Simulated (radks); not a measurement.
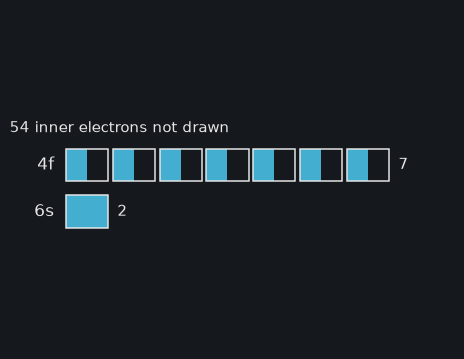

Figure 1. The outer shells as the input fills them: a box for each of the 2l + 1 orbitals, shaded by the share of the shell that is filled, with the electron count at the right.

## Atomic calculation for Eu

- system: Eu, configuration [Xe] 4f7 6s2.
- method: non-relativistic Kohn-Sham, r2SCAN, spin-polarised, spherical densities, point nucleus (radks)

The input:
```
Z 63
configuration [Xe] 4f7 6s2
relativity non-relativistic
functional r2scan,r2scan
spin polarised
nucleus point
```

Energies in input and log are in hartree, lengths in bohr.

Log:
```
1s      1   1.0000       -1676.17709445
2s      1   1.0000        -266.48001524
2p      1   3.0000        -253.13052550
3s      1   1.0000         -58.63704484
3p      1   3.0000         -52.71601021
3d      1   5.0000         -41.71283819
4s      1   1.0000         -11.64117290
4p      1   3.0000          -9.32514492
4d      1   5.0000          -5.22145797
4f      1   7.0000          -0.30409271
5s      1   1.0000          -1.53641664
5p      1   3.0000          -0.91577401
6s      1   1.0000          -0.13229672
1s      2   1.0000       -1676.17678387
2s      2   1.0000        -266.47996970
2p      2   3.0000        -253.13016354
3s      2   1.0000         -58.50053312
3p      2   3.0000         -52.59031962
3d      2   5.0000         -41.62087570
4s      2   1.0000         -11.36370496
4p      2   3.0000          -9.04519548
4d      2   5.0000          -4.93843173
4f      2   0.0000          -0.59445392
5s      2   1.0000          -1.41940485
5p      2   3.0000          -0.82693533
6s      2   1.0000          -0.12121325
Etot -10426.98877073377
Ekin 10423.828858641515
Encl -24743.229292856216
Eh 4126.255159544477
Exc -233.8434960635442
err 2.9163667223672737e-05
it 170
```

Outcome:

```tsv
quantity	value
outcome	not converged
total energy	−10426.9888 hartree
kinetic energy	10423.8289 hartree
electron–nucleus energy	−24743.2293 hartree
Hartree energy	4126.2552 hartree
exchange–correlation energy	−233.843496 hartree
SCF iterations	170
hardware	1 CPU thread, shared host
wall time	2.8 s
```

Diagnosis:

The run did not meet its convergence test in 170 iterations, so its last values are not results.
